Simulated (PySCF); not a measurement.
SMILES F[Si](F)(F)[SiH2][SiH2][Si](Cl)(Cl)Cl, singlet at its GFN2-xTB optimised geometry (Å):

```
14

F      0.8534    -3.5656    -0.0192
Si     0.3766    -2.0846     0.3090
F     -1.2032    -2.2119     0.1713
F      0.5679    -2.0195     1.8887
Si     1.2840    -0.3035    -0.7968
Si     0.4273     1.7226     0.0000
Si    -1.9076     1.7226     0.0000
Cl    -2.6620     0.7163     1.5904
Cl    -2.7494     3.5656     0.0000
Cl    -2.5697     0.7741    -1.6785
H      1.0271    -0.4923    -2.2347
H      2.7494    -0.3986    -0.6744
H      0.9159     2.8539    -0.8027
H      0.8954     2.0048     1.3666
```

Method: PySCF with CAM-B3LYP/def2-TZVP. Cells within 0.4 Å of a nucleus heavier than hydrogen are left out (blank, or x).

Map of the log10 of the electron density (e/bohr³), floored at −4 on the plane z = 0.6 Å:

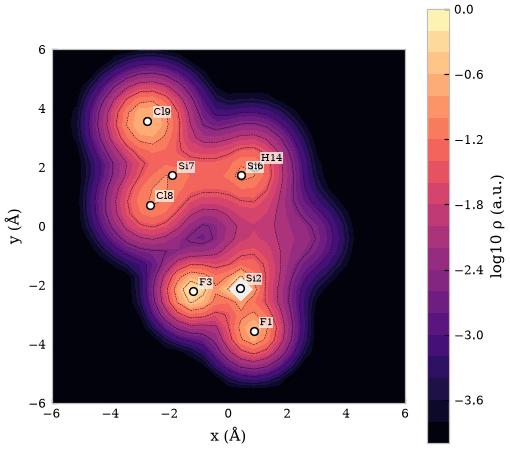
Log10 of the electron density (e/bohr³), floored at −4 on the plane z = 0.6 Å.
